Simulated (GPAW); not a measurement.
# Polarising a 7-layer slab of Ta(110) with a field along the normal

The dipole of the cell at several fields, atoms fixed. What does the strongest field give, and what length does the slope stand for?

**Method.** GPAW 26.7.0, plane waves (400 eV), PAW setups, PBE, 12×12 mesh, a dipole layer in the vacuum; geometry relaxed without an applied field with GPAW. The cell's area is 7.75 Å², and e/ε0 = 180.95 V Å.

What came out, but for one run:

| field (V/Å) | dipole (e Å) |
| --- | --- |
| −0.2 | −0.1544 |
| −0.1 | −0.0762 |
| −0.05 | −0.0370 |
| 0.05 | 0.0413 |
| 0.1 | 0.0804 |
| 0.2 | 0.1587 |
| 0.3 | ? |

**Question.** What is the dipole at 0.3 V/Å?

A: A line through the 6 points has the slope α = 0.783 e Å per V/Å and the intercept p₀ = 0.0021 e Å (r.m.s. residual 2.7e−05). At 0.3 V/Å it gives p = 0.0021 + 0.783 × 0.3 = 0.2370 e Å; the run gives 0.2371 e Å, so the response stays linear to 0.1 % of the induced part. Dividing by ε0 and the area: α/(ε0 A) = 0.783 × 180.95 / 7.75 = 18.28 Å, against 14.00 Å between the outer nuclei. A metal screens fully, so the excess of 4.29 Å puts the image planes about 2.14 Å outside the outer atoms on average.

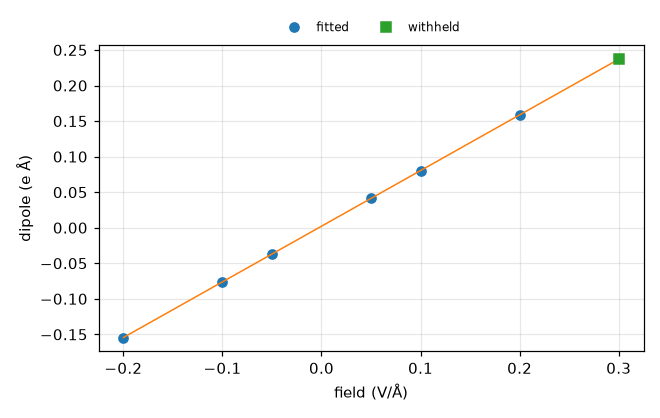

The line and the withheld run.

**Limits.** This is the electronic response alone; ions that move would add to it in polar layers. No run was spin-polarised, so magnetic states weren't tested. Spin-orbit coupling is left out, which matters for the heavier atoms here.
